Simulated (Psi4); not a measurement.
# InCl3 (SMILES [Cl][In]([Cl])[Cl]) at CAM-B3LYP/def2-SVP (core potential)

Aim: the vertical singlet–triplet gap of InCl3 at CAM-B3LYP/def2-SVP (core potential), from 2 runs. The job is set up through a Python script.

The calculation is run with Psi4 1.11.

17 further runs of the same task are left out: 16 that didn't finish, 1 set aside as unsound or not needed.

## (1) The system as given

InCl3: 4 atoms, total charge 0, spin state singlet. SMILES: `[Cl][In]([Cl])[Cl]`. The coordinates come from a PBE0-D4/def2-TZVP relaxation.

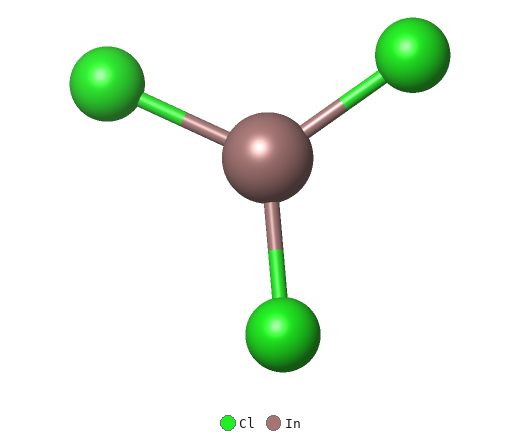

Viewed from a chosen angle; chlorine green, indium brown.

## (2) Energy and gradient at CAM-B3LYP/def2-SVP (core potential)

Input file job.py:

```python
import psi4

psi4.set_memory(2200000000)
psi4.set_num_threads(1)
psi4.set_output_file('output.dat', False)

geom = psi4.geometry("""
Cl    -0.38342543     0.98549217     4.18309775
In     0.02721206    -0.02796795    -0.01001555
Cl     1.91977277    -3.75148430    -1.16274848
Cl    -1.45886857     2.68019856    -3.04850618
units au
symmetry c1
no_reorient
no_com
""")

psi4.set_options({
    'basis': 'def2-SVP',
    'puream': True,
    'e_convergence': 1e-09,
    'd_convergence': 1e-08,
    'scf_type': 'pk',
    'dft_radial_points': 99,
    'dft_spherical_points': 590,
})

result = psi4.gradient("cam-b3lyp", molecule=geom)
print('gradient / Eh bohr^-1')
print(result.np.round(6))
```

Started as:

```console
python job.py
```

output.dat, shortened:

```text
[...]
    !!!  WARNING: ECP capability is in beta. Please check occupations closely.  !!!
[...]
  Running in c1 symmetry.
[...]
  Nuclear repulsion =  362.685155940967434
[...]
  Multiplicity = 1
[...]
  Nalpha       = 36
  Nbeta        = 36
[...]
    Number of basis functions: 80
[...]
   @RKS iter   1: -1570.37453826913793   -1.13227e+00   4.84753e-03 DIIS/ADIIS
[...]
   @RKS iter  10: -1570.45725489043616   -1.25056e-11   4.80765e-09 DIIS
[...]
    Orbital Energies [Eh]
    ---------------------
    Doubly Occupied:
       1A   -101.580945     2A   -101.580928     3A   -101.580892
       4A     -9.535253     5A     -9.535244     6A     -9.535204
       7A     -7.303191     8A     -7.303181     9A     -7.303139
      10A     -7.296696    11A     -7.296688    12A     -7.296649
      13A     -7.296049    14A     -7.296040    15A     -7.296000
      16A     -4.824523    17A     -3.233702    18A     -3.226653
      19A     -3.226651    20A     -0.942771    21A     -0.942339
      22A     -0.942330    23A     -0.912969    24A     -0.912965
      25A     -0.878728    26A     -0.861925    27A     -0.861896
      28A     -0.530173    29A     -0.442568    30A     -0.442541
      31A     -0.416131    32A     -0.393510    33A     -0.393481
      34A     -0.392045    35A     -0.392039    36A     -0.387926
[...]
  @RKS Final Energy: -1570.45725489043616
   => Energetics <=
    Nuclear Repulsion Energy =            362.6851559409674337
    One-Electron Energy =               -2964.0940203513855522
    Two-Electron Energy =                1108.0461444508255227
    DFT Exchange-Correlation Energy =     -77.0945349308435226
    Empirical Dispersion Energy =           0.0000000000000000
    VV10 Nonlocal Energy =                  0.0000000000000000
    Total Energy =                      -1570.4572548904361611
[...]
 Multipole Moments:
 ------------------------------------------------------------------------------------
     Multipole            Electronic (a.u.)      Nuclear  (a.u.)        Total (a.u.)
 ------------------------------------------------------------------------------------
 L = 1.  Multiply by 2.5417464519 to convert [e a0] to [Debye]
 Dipole X            :         -1.8873230            1.8885923            0.0012693
 Dipole Y            :          2.0463290           -2.0458176            0.0005114
 Dipole Z            :          0.6880916           -0.6889940           -0.0009024
 Magnitude           :                                                    0.0016392
[...]
  -Total Gradient:
     Atom            X                  Y                   Z
    ------   -----------------  -----------------  -----------------
       1        0.000700430379    -0.001760439012    -0.007273696044
       2        0.000027020380     0.000002865044    -0.000059001348
       3       -0.003305703955     0.006479752585     0.002044430890
       4        0.002583552339    -0.004732447473     0.005306632123
[...]
```

The script printed:

```text
gradient / Eh bohr^-1
[[ 7.000e-04 -1.760e-03 -7.274e-03]
 [ 2.700e-05  3.000e-06 -5.900e-05]
 [-3.306e-03  6.480e-03  2.044e-03]
 [ 2.584e-03 -4.732e-03  5.307e-03]]
```

Run time: 38 s. Hardware: 1 thread of Intel Xeon at 2.50GHz (Skylake/Cascade Lake), shared host; peak memory 0.66 GiB.

## (3) The triplet: a single-point energy at UCAM-B3LYP/def2-SVP (core potential)

Input file cl3in.py:

```python
import psi4

psi4.set_memory('2200 MB')
psi4.set_num_threads(1)
psi4.set_output_file('run.log', False)

geom = psi4.geometry("""
0 3
Cl    -0.38342543     0.98549217     4.18309775
In     0.02721206    -0.02796795    -0.01001555
Cl     1.91977277    -3.75148430    -1.16274848
Cl    -1.45886857     2.68019856    -3.04850618
units bohr
symmetry c1
""")

options = {'basis': 'def2-SVP', 'reference': 'uks', 'puream': True, 'e_convergence': 1e-09, 'd_convergence': 1e-08, 'scf_type': 'pk', 'dft_radial_points': 99, 'dft_spherical_points': 590, 'maxiter': 100}
psi4.set_options(options)

energy_value, wavefunction = psi4.energy("cam-b3lyp", molecule=geom, return_wfn=True)
psi4.oeprop(wavefunction, "DIPOLE", "MULLIKEN_CHARGES", "LOWDIN_CHARGES")
print('E =', round(energy_value, 9))
for k, v in sorted(psi4.core.scalar_variables().items()):
    print(f'{k:45s} {v:18.10f}')
```

Started as:

```console
python cl3in.py
```

run.log, shortened:

```text
[...]
    !!!  WARNING: ECP capability is in beta. Please check occupations closely.  !!!
[...]
  Running in c1 symmetry.
[...]
  Nuclear repulsion =  362.685155940967434
[...]
  Multiplicity = 3
[...]
  Nalpha       = 37
  Nbeta        = 35
[...]
    Number of basis functions: 80
[...]
   @UKS iter   1: -1570.17904888450130   -9.09148e-01   4.82618e-03 DIIS/ADIIS
[...]
   @UKS iter  54: -1570.26424437320497    1.52113e-10   9.57855e-09 DIIS
[...]
   @S^2 Observed:                2.008070726E+00
[...]
  @UKS Final Energy: -1570.26424437320497
   => Energetics <=
    Nuclear Repulsion Energy =            362.6851559409674337
    One-Electron Energy =               -2964.4584805163681267
    Two-Electron Energy =                1108.6048340313450353
    DFT Exchange-Correlation Energy =     -77.0957538291492313
    Empirical Dispersion Energy =           0.0000000000000000
    VV10 Nonlocal Energy =                  0.0000000000000000
    Total Energy =                      -1570.2642443732049742
[...]
 Multipole Moments:
 ------------------------------------------------------------------------------------
     Multipole            Electronic (a.u.)      Nuclear  (a.u.)        Total (a.u.)
 ------------------------------------------------------------------------------------
 L = 1.  Multiply by 2.5417464519 to convert [e a0] to [Debye]
 Dipole X            :          0.0392790           -0.0230561            0.0162229
 Dipole Y            :         -0.0332148           -0.0104800           -0.0436948
 Dipole Z            :         -0.1823131            0.0104801           -0.1718330
 Magnitude           :                                                    0.1780422
[...]
  Mulliken Charges: (a.u.)
   Center  Symbol    Alpha    Beta     Spin     Total
       1    CL     8.78687  8.35497  0.43191 -0.14184
       2    IN    10.60665 10.06310  0.54355  0.33026
       3    CL     8.80332  8.29065  0.51267 -0.09396
       4    CL     8.80316  8.29129  0.51187 -0.09445
   Total alpha = 37.00000, Total beta = 35.00000, Total charge = -0.00000
  Lowdin Charges: (a.u.)
   Center  Symbol    Alpha    Beta     Spin     Total
       1    CL     8.68137  8.23885  0.44253  0.07978
       2    IN    10.91923 10.41482  0.50441 -0.33405
[...]
```

Standard output:

```text
E = -1570.264244373
CURRENT ENERGY                                  -1570.2642443732
CURRENT REFERENCE ENERGY                        -1570.2642443732
DD SOLVATION ENERGY                                 0.0000000000
DFT FUNCTIONAL TOTAL ENERGY                     -1570.2642443732
DFT TOTAL ENERGY                                -1570.2642443732
DFT VV10 ENERGY                                     0.0000000000
DFT XC ENERGY                                     -77.0957538291
GRID ELECTRONS ALPHA                               36.9999997602
GRID ELECTRONS BETA                                34.9999996128
GRID ELECTRONS TOTAL                               71.9999993730
NUCLEAR REPULSION ENERGY                          362.6851559410
ONE-ELECTRON ENERGY                             -2964.4584805164
PCM POLARIZATION ENERGY                             0.0000000000
PE ENERGY                                           0.0000000000
SCF ITERATION ENERGY                            -1570.2642443732
SCF ITERATIONS                                     54.0000000000
SCF TOTAL ENERGY                                -1570.2642443732
TWO-ELECTRON ENERGY                              1108.6048340313
XC GRID RADIAL POINTS                              99.0000000000
XC GRID SPHERICAL POINTS                          590.0000000000
XC GRID TOTAL POINTS                           220164.0000000000
```

It took 1.7 min on 1 thread of Intel Xeon at 2.50GHz (Skylake/Cascade Lake), shared host; peak memory 0.67 GiB.

## (4) What came out

At CAM-B3LYP/def2-SVP (core potential):

```
                                        quantity           value
                           singlet: total energy  -1570.45725 Eh
                          singlet: dipole moment          0.00 D
                            singlet: HOMO energy       -10.56 eV
                            singlet: LUMO energy        -1.69 eV
                          singlet: HOMO–LUMO gap         8.87 eV
               singlet: largest force on an atom      0.389 eV/Å
                           triplet: total energy  -1570.26424 Eh
                          triplet: dipole moment          0.45 D
     triplet: HOMO energy (highest over α and β)        -5.44 eV
                                   triplet: ⟨S²⟩           2.008
vertical energy of the triplet above the singlet        5.252 eV
```

At this shape the triplet lies 5.25 eV (507 kJ/mol) above the singlet. The largest force (singlet) is 0.39 eV/Å: the shape isn't a stationary point for this species at this level.
